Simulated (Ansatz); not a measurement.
# BGeCl (triplet): correlated methods under varied settings at a displaced geometry (v1)

What do other methods and options give for BGeCl (triplet) at this geometry, and how long do they take?

Program: Ansatz 0.2.0, Gaussian basis. Level of theory: the settings change from run to run. These are calculated values, not measurements.

26 further runs of the same task are left out: 15 that didn't finish, 11 set aside as unsound or not needed.

## Step 1: The geometry

The geometry is a PBE0/def2-TZVP stationary point (not a proven minimum) with its atoms shifted at random (size 0.040 Å). No spin-orbit coupling is included. The filled d shell of Ge may be among the frozen orbitals whatever the setting's name suggests; the logs give the count.

3 atoms, charge 0, spin multiplicity 3.

Atoms are counted from 1 here; the program's logs count them from 0.

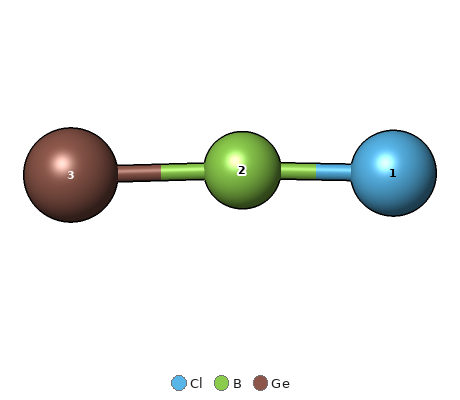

The geometry (chlorine blue, boron green, germanium brown); atoms are numbered from 1 in the order of the file.

## Step 2: HF/cc-pVDZ

Input file in.yaml:

```yaml
crystal:
  periodic: [false, false, false]
  atoms:
    - {symbol: Cl, position_ang: [-0.015433, -0.009008, -1.757160]}
    - {symbol: B, position_ang: [-0.016266, -0.025151, -0.076113]}
    - {symbol: Ge, position_ang: [0.031698, 0.034159, 1.833273]}
basis:
  gaussian: {orbitals: cc-pVDZ, point_charges: [{charge: -0.50, position_ang: [3.175, 0.223, -0.337]}]}
magnetization: {spin_polarized: true, initial_magnetization: 2}
hamiltonian: {xc: hf}
output: {forces: true, orbitals: {seedname: orbitals}}
```

Launch:

```
$ ansatz run in.yaml --threads 1 --pin off --events-out ev --progress --plain --max-ram 2393MiB
```

The log of the run:

```text
Functional definition: HF
  name "HF"
  cite "Fock, Z. Phys. 61, 126 (1930) doi:10.1007/BF01340294"
  parent pbe
  exchange = exact_x
  correlation = 0
656 factors; integrals over basis functions are off by at most 1.0e-3 eV
mean field evaluation 1: about -69646.6247 eV, gradient 8.2e0 eV
mean field evaluation 2: about -69646.7010 eV, gradient 8.3e0 eV
mean field evaluation 4: about -69647.5267 eV, gradient 1.7e0 eV
mean field evaluation 8: about -69647.5724 eV, gradient 2.2e-1 eV
mean field evaluation 16: about -69640.4451 eV, gradient 1.3e1 eV
mean field evaluation 32: about -69647.2318 eV, gradient 1.8e0 eV
mean field evaluation 64: about -69645.2627 eV, gradient 6.4e0 eV
mean field -69647.57431752 eV, -2559.5011473475 hartree, gradient 6.8e-5 eV, S^2 2.018577; 0 other end points of the search recorded, 0 dependent functions left out
the calculation of the forces begins
reference -69647.57431752 eV, -2559.5011473475 hartree; 28, 26 occupied and 31, 33 virtual orbitals, 656 factors
Total energy: -69647.57431752 eV, -2559.5011473475 hartree
Atom 0 at    -0.015433    -0.009008    -1.757160 Å, force    -0.035397    -0.030976    -0.970290 eV/Å
Atom 1 at    -0.016266    -0.025151    -0.076113 Å, force     0.200331     0.054410     0.179146 eV/Å
Atom 2 at     0.031698     0.034159     1.833273 Å, force    -0.049257    -0.013556     0.804349 eV/Å
Dipole moment:     0.159702     0.002354    -0.363989 e Å
```

It took 6 s on 1 thread of AMD EPYC, shared host.

From the report: ⟨S²⟩ of the determinant 2.019 (pure triplet: 2.00).

## Step 3: CASSCF(4,3)/cc-pVDZ

Input file in.yaml:

```yaml
crystal:
  periodic: [false, false, false]
  atoms:
    - {symbol: Cl, position_ang: [-0.015433, -0.009008, -1.757160]}
    - {symbol: B, position_ang: [-0.016266, -0.025151, -0.076113]}
    - {symbol: Ge, position_ang: [0.031698, 0.034159, 1.833273]}
basis:
  gaussian: {orbitals: cc-pVDZ}
magnetization: {spin_polarized: false, initial_magnetization: 2}
correlation: {active_space: {window: {electrons: 4, orbitals: 3}}}
scf: {lower_state_search: off}
```

Same command.

The log of the run (excerpt; [...] marks lines left out):

```text
Functional definition: HF
  name "HF"
  cite "Fock, Z. Phys. 61, 126 (1930) doi:10.1007/BF01340294"
  parent pbe
[...]
656 factors; integrals over basis functions are off by at most 1.0e-3 eV
[...]
mean field -69647.36081297 eV, -2559.4933012000 hartree, gradient 1.2e-6 eV, S^2 2.000000; 0 other end points of the search recorded, 0 dependent functions left out
reference -69647.36081297 eV, -2559.4933012000 hartree; 28, 26 occupied and 31, 33 virtual orbitals, 656 factors
state -69647.36081297 eV, -2559.4933012000 hartree
Total energy: -69647.36081297 eV, -2559.4933012000 hartree
Checks for a lower state left out: stability, starts, cluster_reference, orbital_swaps, neighbouring_geometries, increment
```

Run time: 2.4 s. Hardware: 1 thread of AMD EPYC, shared host.

From the report: 9 determinants; active occupations 2.00, 1.00, 1.00. With so small a space the active step adds no correlation: the energy is the mean field's.

## Step 4: BCCD(T)/cc-pVDZ

Edit in.yaml of step 3 so:

```diff
@@ -9,3 +9,4 @@
 magnetization: {spin_polarized: false, initial_magnetization: 2}
-correlation: {active_space: {window: {electrons: 4, orbitals: 3}}}
-scf: {lower_state_search: off}
+hamiltonian: {xc: {name: r2SCAN}}
+correlation: {method: bccd_t, electrons: outside_noble_gas}
+output: {forces: true}
```

Launched as before.

The log of the run (excerpt; [...] marks lines left out):

```text
Functional definition: r2SCAN
  name "r2SCAN"
  cite "Furness, Kaplan, Ning, Perdew & Sun, J. Phys. Chem. Lett. 11, 8208 (2020) doi:10.1021/acs.jpclett.0c02405"
  cite "Furness, Kaplan, Ning, Perdew & Sun, J. Phys. Chem. Lett. 11, 9248 (2020) doi:10.1021/acs.jpclett.0c03077"
  parent r2scan
[...]
656 factors; integrals over basis functions are off by at most 1.0e-3 eV
[...]
mean field -69713.48167043 eV, -2561.9231978931 hartree, gradient 2.1e-6 eV, S^2 2.000000; 0 other end points of the search recorded, 0 dependent functions left out
[...]
20 core orbitals not correlated: weight in the atoms' cores, before any rotation towards them, 0.999 or more for the frozen orbitals, at most 0.000 for the correlated occupied ones
reference -69646.76419604 eV, -2559.4713759322 hartree; 8, 6 occupied and 31, 33 virtual orbitals, 656 factors
second order -7.40921764 eV of doubles, -0.30420935 eV of singles
cycle   1  -8.01737221 eV  change   -3.1e-1 eV  update   8.7e-2
[...]
cycle  14  -8.27954713 eV  change   -1.8e-7 eV  update   1.1e-6
perturbative correction -0.30085971 eV, -0.0110563905 hartree
[...]
Total energy: -69655.34460288 eV, -2559.7867000676 hartree
Atom 0 at    -0.015433    -0.009008    -1.757160 Å, force    -0.018617    -0.018880    -1.210814 eV/Å
Atom 1 at    -0.016266    -0.025151    -0.076113 Å, force    -0.003168    -0.002120    -0.329918 eV/Å
Atom 2 at     0.031698     0.034159     1.833273 Å, force     0.021785     0.021000     1.540732 eV/Å
Dipole moment:    -0.003332    -0.003009    -0.258669 e Å
```

Run time: 37 s. Hardware: 1 thread of AMD EPYC, shared host; peak memory 0.29 GiB.

From the report: correlation -8.5804 eV; largest double amplitude 0.08.

## Step 5: CASSCF(10,6)/STO-3G

Input file in.yaml:

```yaml
crystal:
  periodic: [false, false, false]
  atoms:
    - {symbol: Cl, position_ang: [-0.015433, -0.009008, -1.757160]}
    - {symbol: B, position_ang: [-0.016266, -0.025151, -0.076113]}
    - {symbol: Ge, position_ang: [0.031698, 0.034159, 1.833273]}
basis:
  gaussian: {orbitals: STO-3G}
magnetization: {spin_polarized: false, initial_magnetization: 2}
correlation: {active_space: {window: {electrons: 10, orbitals: 6}}}
```

The command is unchanged.

The log of the run:

```text
Functional definition: HF
  name "HF"
  cite "Fock, Z. Phys. 61, 126 (1930) doi:10.1007/BF01340294"
  parent pbe
  exchange = exact_x
  correlation = 0
334 factors; integrals over basis functions are off by at most 4.1e-5 eV
mean field evaluation 1: about -68859.8910 eV, gradient 1.7e1 eV
mean field evaluation 2: about -68859.9078 eV, gradient 1.7e1 eV
mean field evaluation 4: about -68861.4269 eV, gradient 2.0e0 eV
mean field evaluation 8: about -68861.4750 eV, gradient 9.2e-5 eV
mean field evaluation 16: about -68861.4734 eV, gradient 4.7e-2 eV
mean field -68861.47418709 eV, -2530.6125003921 hartree, gradient 9.2e-6 eV, S^2 2.000000; 2 other end points of the search recorded, 0 dependent functions left out
reference -68861.47418709 eV, -2530.6125003921 hartree; 28, 26 occupied and 4, 6 virtual orbitals, 334 factors
state -68861.47794781 eV, -2530.6126385958 hartree
Total energy: -68861.47794781 eV, -2530.6126385958 hartree
```

Wall time 1.8 s (1 thread of AMD EPYC, shared host).

From the report: 36 determinants; active occupations 2.00, 2.00, 2.00, 2.00, 1.00, 1.00.

## Step 6: HF/6-31G

Input file in.yaml:

```yaml
crystal:
  periodic: [false, false, false]
  atoms:
    - {symbol: Cl, position_ang: [-0.015433, -0.009008, -1.757160]}
    - {symbol: B, position_ang: [-0.016266, -0.025151, -0.076113]}
    - {symbol: Ge, position_ang: [0.031698, 0.034159, 1.833273]}
basis:
  gaussian: {orbitals: 6-31G}
magnetization: {spin_polarized: true, initial_magnetization: 2}
hamiltonian: {xc: hf}
scf: {lower_state_search: off}
output: {orbitals: {seedname: orbitals}}
```

Launched as before.

The log of the run:

```text
Functional definition: HF
  name "HF"
  cite "Fock, Z. Phys. 61, 126 (1930) doi:10.1007/BF01340294"
  parent pbe
  exchange = exact_x
  correlation = 0
these checks for a lower state are left out or cut short: stability, starts, cluster_reference, orbital_swaps, neighbouring_geometries, increment
516 factors; integrals over basis functions are off by at most 3.2e-4 eV
mean field evaluation 1: about -69636.4547 eV, gradient 8.3e0 eV
mean field evaluation 2: about -69636.4997 eV, gradient 8.4e0 eV
mean field evaluation 4: about -69637.2862 eV, gradient 1.5e0 eV
mean field evaluation 8: about -69637.3401 eV, gradient 1.6e-1 eV
mean field evaluation 16: about -69637.3411 eV, gradient 2.5e-6 eV
mean field -69637.34106119 eV, -2559.1250821137 hartree, gradient 2.5e-6 eV, S^2 2.012741; 0 other end points of the search recorded, 0 dependent functions left out
reference -69637.34106119 eV, -2559.1250821137 hartree; 28, 26 occupied and 23, 25 virtual orbitals, 516 factors
Total energy: -69637.34106119 eV, -2559.1250821137 hartree
Checks for a lower state left out: stability, starts, cluster_reference, orbital_swaps, neighbouring_geometries, increment
```

Run time: 1.3 s. Hardware: 1 thread of AMD EPYC, shared host.

From the report: ⟨S²⟩ of the determinant 2.013 (pure triplet: 2.00).

## Step 7: The runs in one table

Where basis and cores are those of an earlier UCCSDT(Q)/cc-pVDZ run (-69655.6694 eV), and the state is the same kind, the miss against it is given.

```
                               level         correlated  functions  energy (eV)  from UCCSDT(Q) (meV)   time
  HF/cc-pVDZ (beside a point charge)                            59  -69647.5743                          6 s
                 CASSCF(4,3)/cc-pVDZ                            59  -69647.3608                8308.5  2.4 s
BCCD(T)/cc-pVDZ (on r2SCAN orbitals)  outside noble gas         59  -69655.3446                 324.8   37 s
                 CASSCF(10,6)/STO-3G                            32  -68861.4779                        1.8 s
                            HF/6-31G                            51  -69637.3411                        1.3 s
```

## Step 8: Summary of results

| quantity | value |
| --- | --- |
| runs | 5 |
| quickest | HF/6-31G, 1.3 s |
| slowest | BCCD(T)/cc-pVDZ (on r2SCAN orbitals), 37 s |

**Reading.** Total energies in different bases, with other cores or another treatment of relativity can't be set against each other. BCCD(T)/cc-pVDZ (on r2SCAN orbitals) took 27 times as long as HF/6-31G; the jobs differ in more than the method. Hartree-Fock, CASSCF and CASCI lack dynamic correlation by design. Cores frozen from Kohn-Sham orbitals shift the total energy.
